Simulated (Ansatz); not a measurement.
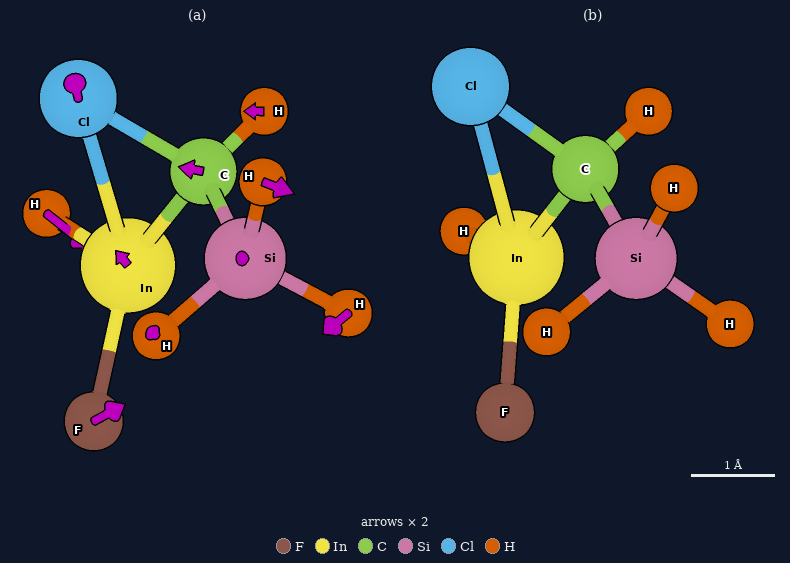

The structure of CH$_{5}$ClFInSi before (left) and after (right) a relaxation, at one scale. The purple arrows give the displacements, 2 times their true length.

Style: ball-and-stick. Shown from a free direction.

The start comes from GFN2-xTB.

Method: RKS PBE0-D4/def2-TZVP in Ansatz.

Input file:
```yaml
crystal:
  periodic: [false, false, false]
  atoms:
    - {symbol: F, position_ang: [-2.450040, -0.411680, 1.394350]}
    - {symbol: In, position_ang: [-1.624790, 1.006800, 0.290420]}
    - {symbol: C, position_ang: [0.387350, 0.536970, -0.521950]}
    - {symbol: Si, position_ang: [0.946480, -1.267120, -0.270460]}
    - {symbol: Cl, position_ang: [1.167270, 1.644090, 0.638030]}
    - {symbol: H, position_ang: [-2.242840, 2.566170, 0.676350]}
    - {symbol: H, position_ang: [0.568520, 0.935920, -1.515680]}
    - {symbol: H, position_ang: [0.225270, -2.049260, -1.285100]}
    - {symbol: H, position_ang: [0.628080, -1.667840, 1.101460]}
    - {symbol: H, position_ang: [2.394700, -1.294050, -0.507410]}
basis:
  gaussian: {orbitals: def2-TZVP}
hamiltonian: {xc: pbe0, dispersion: d4}
relax: {f_tol: 0.005, max_steps: 150}
```

Launched with:
```bash
ansatz run in.yaml --threads 4 --pin off --events-out ev --progress --plain --max-ram 10444MiB
```

**What changed between the two?**

H6 moves most after the best rigid fit: 0.43 Å. Largest moves by element: H 0.43 Å, Cl 0.33 Å, F 0.29 Å, C 0.16 Å, In 0.12 Å, Si 0.09 Å. Among the contacts that change: In2–Cl5 2.885 → 3.104 Å, In2–C3 2.220 → 2.154 Å, C3–Si4 1.905 → 1.878 Å, C3–Cl5 1.783 → 1.809 Å. Bond angles that change, for instance: C3–In2–H6 126.8° → 139.0°, In2–C3–Cl5 91.5° → 102.8°, F1–In2–C3 115.5° → 106.9°. The energy falls by 0.189 eV in 10 geometry steps. Largest force component: 1.1 eV/Å at the start, 0.0014 eV/Å at the end.
